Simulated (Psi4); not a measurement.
# B3LYP/def2-QZVPPD (density fitting, core potential, sweep point 7) run of SnO (tin(ii) oxide)

What is the vertical ionisation energy of SnO (tin(ii) oxide) at B3LYP/def2-QZVPPD (density fitting, core potential, sweep point 7)? Input form: a Python script.

The calculation is run with Psi4 1.11.

## 1. The structure to begin with

The species is SnO (2 atoms), meant as a singlet with charge 0. SMILES: `[O]=[Sn]`. Geometry: a GFN2-xTB relaxation, a rough one for these elements and not checked as a minimum.

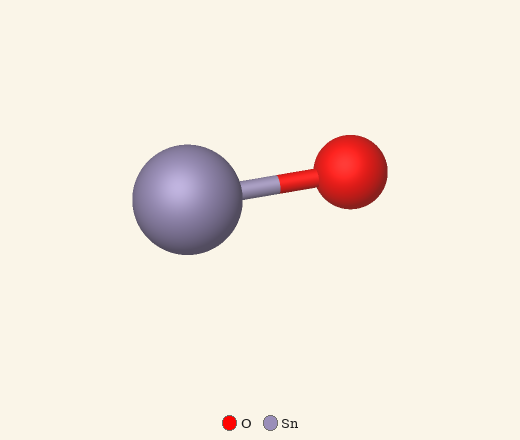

The structure, seen from a chosen angle (oxygen red, tin purple).

## 2. The energy at B3LYP/def2-QZVPPD (density fitting, core potential, sweep point 7)

The input, osn.py:

```python
import psi4

psi4.set_memory('1600 MB')
psi4.set_num_threads(1)
psi4.set_output_file('output.dat', False)

m = psi4.geometry("""
O      0.000000     0.000000     0.000000
Sn     0.000000     0.000000     1.803580
units angstrom
symmetry c1
""")

psi4.set_options({
    'basis': 'def2-QZVPPD',
    'puream': True,
    'scf_type': 'df',
    'dft_radial_points': 99,
    'dft_spherical_points': 590,
})

E, wfn = psi4.energy('b3lyp', molecule=m, return_wfn=True)
print(f'b3lyp energy: {E:.10f} Eh')
```

Launch:

```sh
$ python osn.py
```

output.dat:

```text
[...]
    !!!  WARNING: ECP capability is in beta. Please check occupations closely.  !!!
[...]
  Running in c1 symmetry.
[...]
  Nuclear repulsion =   51.639067342685109
[...]
  Multiplicity = 1
[...]
  Nalpha       = 15
  Nbeta        = 15
[...]
    Number of basis functions: 154
[...]
   @DF-RKS iter   1:  -289.07057694956654   -9.24559e-01   7.71415e-03 ADIIS/DIIS
[...]
   @DF-RKS iter  10:  -289.63518129533469   -4.64652e-08   3.81229e-07 DIIS
[...]
    Orbital Energies [Eh]
    ---------------------
    Doubly Occupied:
       1A    -19.093443     2A     -5.109862     3A     -3.453931
       4A     -3.453931     5A     -3.441972     6A     -1.053732
       7A     -1.038052     8A     -1.038052     9A     -1.028158
      10A     -1.028158    11A     -0.855120    12A     -0.432284
      13A     -0.286252    14A     -0.286252    15A     -0.276667
[...]
  @DF-RKS Final Energy:  -289.63518129533469
   => Energetics <=
    Nuclear Repulsion Energy =             51.6390673426851095
    One-Electron Energy =                -583.4602813058149877
    Two-Electron Energy =                 263.8267767646736388
    DFT Exchange-Correlation Energy =     -21.6407440968785210
    Empirical Dispersion Energy =           0.0000000000000000
    VV10 Nonlocal Energy =                  0.0000000000000000
    Total Energy =                       -289.6351812953346894
[...]
 Multipole Moments:
 ------------------------------------------------------------------------------------
     Multipole            Electronic (a.u.)      Nuclear  (a.u.)        Total (a.u.)
 ------------------------------------------------------------------------------------
 L = 1.  Multiply by 2.5417464519 to convert [e a0] to [Debye]
 Dipole X            :         -0.0000155            0.0000000           -0.0000155
 Dipole Y            :         -0.0000101            0.0000000           -0.0000101
 Dipole Z            :         16.9133835          -15.2317011            1.6816824
 Magnitude           :                                                    1.6816824
[...]
```

On the terminal:

```text
b3lyp energy: -289.6351812953 Eh
```

Run time: 11 s. Hardware: 1 thread of Intel Xeon Platinum 8259CL at 2.50GHz (Skylake/Cascade Lake), shared host; peak memory 0.74 GiB.

## 3. The doublet cation

The input, job.py:

```python
import psi4

psi4.set_memory(1600000000)
psi4.set_num_threads(1)
psi4.core.set_output_file('run.log', False)

m = psi4.geometry("""
1 2
O      0.000000     0.000000     0.000000
Sn     0.000000     0.000000     1.803580
symmetry c1
""")

psi4.set_options({
    'basis': 'def2-QZVPPD',
    'reference': 'uks',
    'puream': True,
    'scf_type': 'df',
    'dft_radial_points': 99,
    'dft_spherical_points': 590,
    'maxiter': 150,
})

e_tot, wfn = psi4.energy("b3lyp", molecule=m, return_wfn=True)
print(f'b3lyp energy: {e_tot:.10f} Eh')
```

Launch:

```sh
$ python job.py
```

run.log:

```text
[...]
    !!!  WARNING: ECP capability is in beta. Please check occupations closely.  !!!
[...]
  Running in c1 symmetry.
[...]
  Nuclear repulsion =   51.639067342685109
[...]
  Multiplicity = 2
[...]
  Nalpha       = 15
  Nbeta        = 14
[...]
    Number of basis functions: 154
[...]
   @DF-UKS iter   1:  -288.86919335184547   -7.23176e-01   6.44825e-03 DIIS/ADIIS
[...]
   @DF-UKS iter  11:  -289.27003038727781   -1.38837e-07   4.49233e-07 DIIS
[...]
   @S^2 Observed:                7.611289452E-01
[...]
    Orbital Energies [Eh]
    ---------------------
    Alpha Occupied:
       1A    -19.421179     2A     -5.417003     3A     -3.757958
       4A     -3.757958     5A     -3.754649     6A     -1.370606
       7A     -1.338546     8A     -1.338546     9A     -1.336009
      10A     -1.336009    11A     -1.180359    12A     -0.742922
      13A     -0.601366    14A     -0.587552    15A     -0.587552
    Alpha Virtual:
      16A     -0.343183    17A     -0.343183    18A     -0.228810
      19A     -0.146315    20A     -0.106163    21A     -0.106163
      22A     -0.087568    23A     -0.087568    24A     -0.082095
      25A     -0.082094    26A     -0.077057    27A     -0.057610
[...]
  @DF-UKS Final Energy:  -289.27003038727781
   => Energetics <=
    Nuclear Repulsion Energy =             51.6390673426851095
    One-Electron Energy =                -574.3779942938101613
    Two-Electron Energy =                 254.8913985506387689
    DFT Exchange-Correlation Energy =     -21.4225019867915840
    Empirical Dispersion Energy =           0.0000000000000000
    VV10 Nonlocal Energy =                  0.0000000000000000
    Total Energy =                       -289.2700303872778136
[...]
 Multipole Moments:
 ------------------------------------------------------------------------------------
     Multipole            Electronic (a.u.)      Nuclear  (a.u.)        Total (a.u.)
 ------------------------------------------------------------------------------------
 L = 1.  Multiply by 2.5417464519 to convert [e a0] to [Debye]
 Dipole X            :         -0.0003085            0.0000000           -0.0003085
 Dipole Y            :         -0.0001764            0.0000000           -0.0001764
 Dipole Z            :         16.5001631          -15.2317011            1.2684620
 Magnitude           :                                                    1.2684621
[...]
```

Standard output:

```text
b3lyp energy: -289.2700303873 Eh
```

Wall time 18 s (1 thread of Intel Xeon Platinum 8259CL at 2.50GHz (Skylake/Cascade Lake), shared host); peak memory 0.72 GiB.

## 4. Results

Level: B3LYP/def2-QZVPPD (density fitting, core potential, sweep point 7).

| quantity | value |
| --- | --- |
| singlet SnO: total energy | -289.63518 Eh |
| singlet SnO: dipole moment | 4.27 D |
| singlet SnO: HOMO energy | -7.53 eV |
| singlet SnO: LUMO energy | -2.55 eV |
| singlet SnO: HOMO–LUMO gap | 4.98 eV |
| doublet cation: total energy | -289.27003 Eh |
| doublet cation: HOMO energy (highest over α and β) | -15.40 eV |
| doublet cation: LUMO energy (lowest over α and β) | -12.42 eV |
| doublet cation: ⟨S²⟩ | 0.761 |
| vertical ionisation energy (to the doublet cation) | 9.936 eV |

Removing an electron at fixed nuclei costs 9.94 eV (959 kJ/mol). The negative HOMO energy of the first species, 7.53 eV, lies 2.41 eV below that difference.
